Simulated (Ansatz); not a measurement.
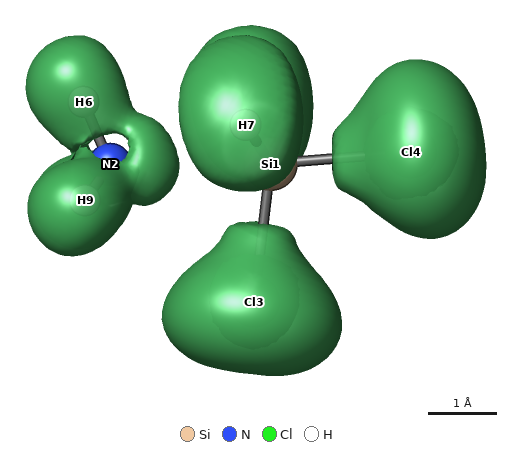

Figure 1: Cl2H2Si···NH3. Isosurface of the ELF at 0.75 (green), seen at a tilt. Only the valence region is drawn (cores and ρ < 0.01 e/Å³ removed).

The product side of a reaction path; geometry: PBE0-D4/def2-TZVP.

The calculation used RKS PBE0-D4/def2-TZVPP in Ansatz.

Input file:

```
crystal:
  periodic: [false, false, false]
  atoms:
    - {symbol: Si, position_ang: [-0.543060, 0.745908, 0.501172]}
    - {symbol: N, position_ang: [0.746388, -0.999693, -0.497175]}
    - {symbol: Cl, position_ang: [-1.076928, 1.118970, -1.463001]}
    - {symbol: Cl, position_ang: [-1.617214, 2.233617, 1.518098]}
    - {symbol: H, position_ang: [-1.159370, -0.460804, 1.079299]}
    - {symbol: H, position_ang: [1.262585, -1.543444, 0.185595]}
    - {symbol: H, position_ang: [0.834011, 1.141558, 0.843870]}
    - {symbol: H, position_ang: [0.143684, -1.630329, -1.013414]}
    - {symbol: H, position_ang: [1.409904, -0.605782, -1.154448]}
basis:
  gaussian: {orbitals: def2-TZVPP}
hamiltonian: {xc: pbe0, dispersion: d4}
output: {orbitals: {seedname: orbitals}}
```

Launched as:

```sh
ansatz run in.yaml --threads 4 --pin off --events-out ev --progress --plain --max-ram 9574MiB
```

Where are the electrons localised?

Answer. The surface consists of two regions around hydrogen nuclei, two regions on Cl in which the atom's valence shell and bonds are merged and one joined region spread over several atoms (H, N), in which their bonds and any lone pairs are merged. Along the contacts the grid gives the following. Si1···N2 (2.39 Å): the ELF peaks at about 0.95 in the valence shell of N, 0.7 Å from its nucleus, and is about 0.50 at the midpoint. Si–Cl (2.07 Å): the ELF peaks at about 0.90 between the atoms, as expected for a polar covalent bond.
